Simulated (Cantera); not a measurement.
Feed: 1 mol SiCl₄, 0.1 mol O₃, 6 mol N₂, equilibrated at 0.100 bar.

Cantera equilibrium calculation (NASA polynomials, part measured and part estimated; ideal gas, pure solids and liquids). Candidate condensed phases: Si, SiO₂, Si₂N₂O, Si₃N₄; 23 gas species. The tables' values for SiCl₃ are old estimates; treat these amounts as uncertain. The tables hold silica as quartz up to 1696 K and as liquid above; real silica turns to tridymite and cristobalite and melts near 1996 K. Rates play no part.

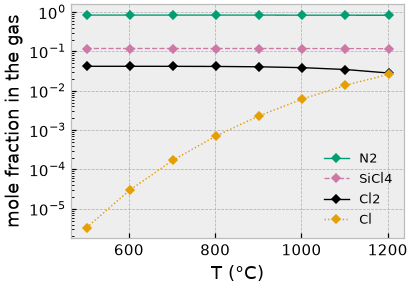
*Equilibrium gas composition (values under 1e-9 drawn at 1e-9)*

Task: Read off the mole fractions at 902 °C.

Result: N₂ about 0.84, SiCl₄ about 0.12, Cl₂ about 0.041, Cl about 0.0023.
